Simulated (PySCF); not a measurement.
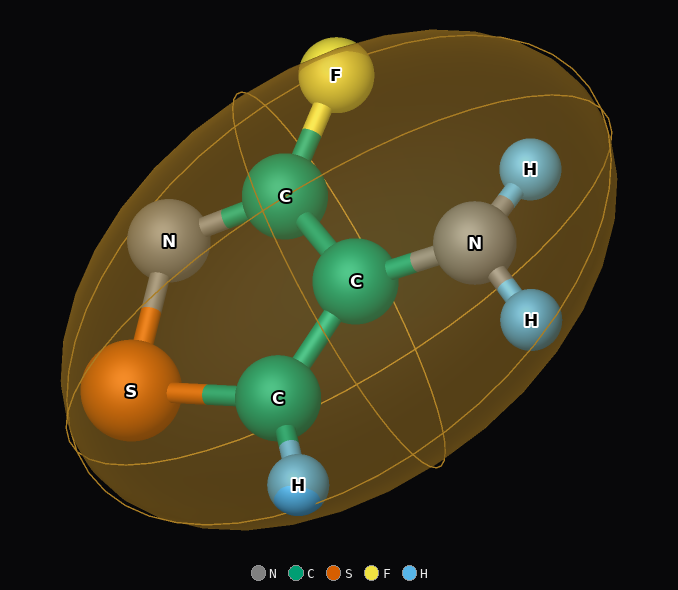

The ellipsoid shows the static dipole polarisability: its half-axes are proportional to the principal values. The computed structure is the end point of a GFN2-xTB optimisation. No frequency run is at hand to confirm it as a minimum. Method: B3LYP/def2-SVPD (PySCF 2.14.0).

**How large and how anisotropic is the polarisability?**

Principal values 44.1, 69.0, 91.0 bohr³; mean 68.1 bohr³ (10.08 Å³); anisotropy 40.7 bohr³, so the longest axis is 2.06 times the shortest.
